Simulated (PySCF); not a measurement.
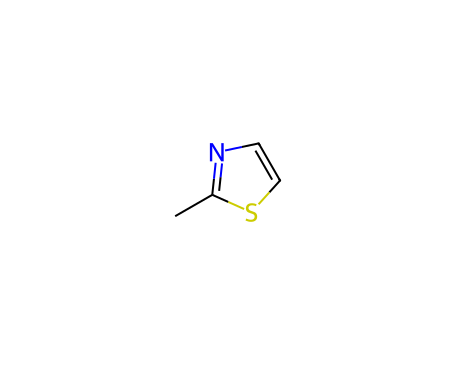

Skeletal drawing of a molecule.

> Give its SMILES.

Cc1nccs1

> What is the molecular formula?

C4H5NS.

> An optimisation with GFN2-xTB gave a structure of which point group?

Cs.

More results for the same structure follow; atom numbers are the same in all pictures, views and colours differ. Computed geometry: GFN2-xTB optimisation. No frequency run is at hand to confirm it as a minimum.

### Shape

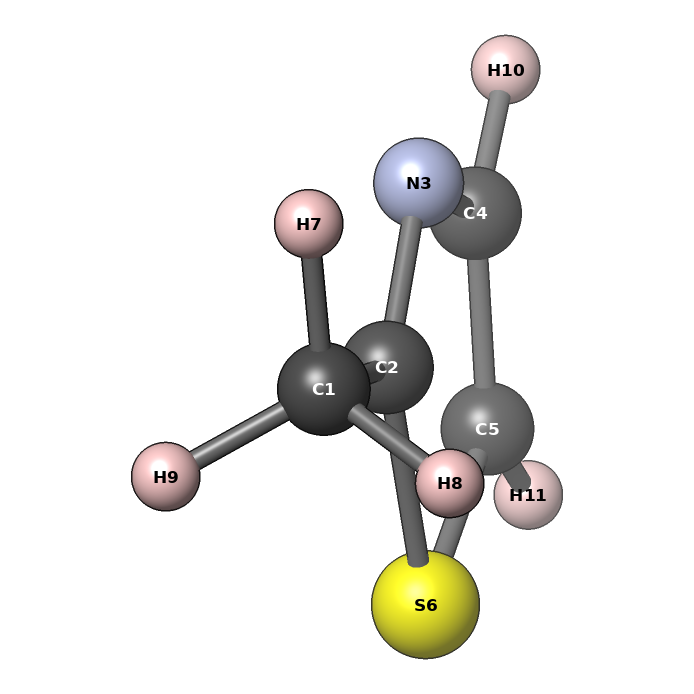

C2 lies behind C1. The molecule seen a little off the C1–C2 bond, C1 in front. Depth is shown by fading: the farther an atom, the more it takes the colour of the background. No frequency run is at hand to confirm it as a minimum.

> What is the torsion angle H7–C1–C2–S6? The sign is positive where the front bond must turn clockwise to cover the back bond.

180°, antiperiplanar (anti).

### NMR shielding

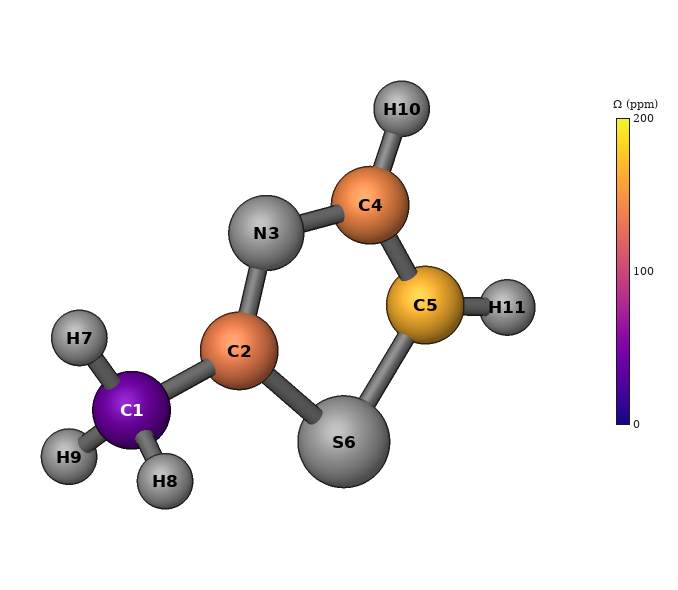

The C atoms are coloured by the span of their shielding tensor. No frequency run is at hand to confirm it as a minimum. Level of theory: GIAO PBE0/pcSseg-1 NMR shielding, non-relativistic, gas phase (PySCF 2.14.0). Principal shieldings σ11 ≤ σ22 ≤ σ33, span Ω = σ33 − σ11, skew κ = 3(σiso − σ22)/Ω.

> Which C atom has the most anisotropic shielding?

C5, with a span of 167 ppm.

Give the shielding tensors of the C atoms.

```tsv
atom	σ11	σ22	σ33	σiso	Ω	κ
C1	148.8	153.5	192.3	164.9	43.5	0.79
C2	−46.8	2.0	91.2	15.5	138.0	0.29
C4	−32.8	50.6	110.6	42.8	143.4	−0.16
C5	−30.4	67.8	136.4	57.9	166.8	−0.18
```

Shieldings and span in ppm.

### Ring current

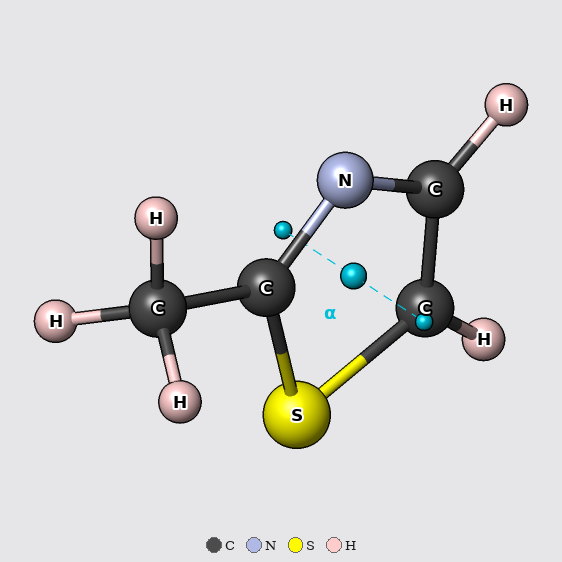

The small points mark where nucleus-independent chemical shifts (NICS) were computed: at the centre of each lettered ring and 1 Å above and below it. No frequency run is at hand to confirm it as a minimum. Level of theory: GIAO PBE0/pcSseg-1 NMR shielding, non-relativistic, gas phase (PySCF 2.14.0).

Give NICS(0), NICS(1) and the out-of-plane component NICS(1)zz for each ring (means of the two sides).

```
ring  members  NICS(0)  NICS(1)  NICS(1)zz
   α     C3NS    −11.9    −11.3      −26.5
```

Values in ppm.

> What do the values say about the ring currents?

Ring α: diatropic, as in an aromatic ring. NICS is one index among several.

### Electronic properties

No frequency run is at hand to confirm it as a minimum. Method: PBE0/def2-SVPD, gas phase (PySCF 2.14.0). Excitations: vertical, linear response.

Predict the main results.

- dipole moment: 1.10 D
- HOMO energy (Kohn–Sham orbital): −7.02 eV
- LUMO energy (Kohn–Sham orbital): −0.73 eV
- HOMO–LUMO gap: 6.29 eV
- mean static polarisability: 69.6 bohr³
- lowest vertical singlet excitation: 5.42 eV
- its oscillator strength: 0.000
- brightest of the 6 lowest singlets: 5.56 eV
- its oscillator strength: 0.10

### Charges

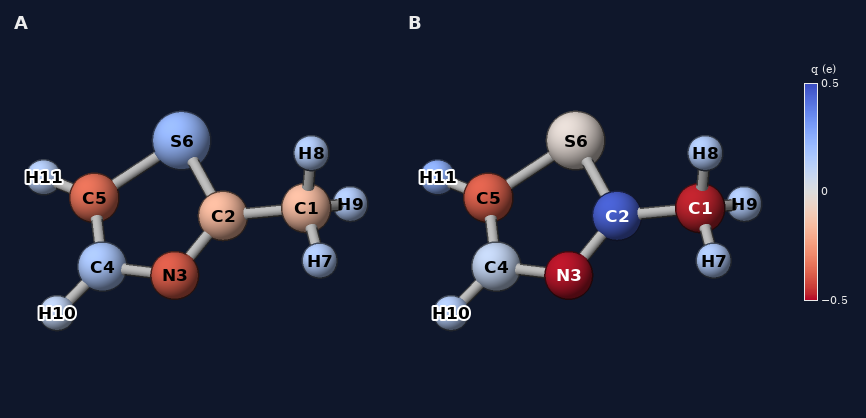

Atomic charges of one calculation by 2 schemes, on one colour scale. No frequency run is at hand to confirm it as a minimum. Method: PBE0/pcSseg-1 (PySCF 2.14.0).

> The schemes are ESP-fitted, Mulliken. Which panel shows which?

A Mulliken, B ESP-fitted.

List the charges (e), one line for each set of equivalent atoms.

```tsv
atom	Mulliken	ESP-fitted
C1	−0.15	−0.47
C2	−0.16	0.45
N3	−0.38	−0.48
C4	0.16	0.09
C5	−0.34	−0.37
S6	0.22	−0.02
H7	0.14	0.15
H8, H9	0.14	0.14
H10	0.10	0.13
H11	0.13	0.24
```

Mulliken values depend strongly on the basis set and can even reverse the polarity of a bond.
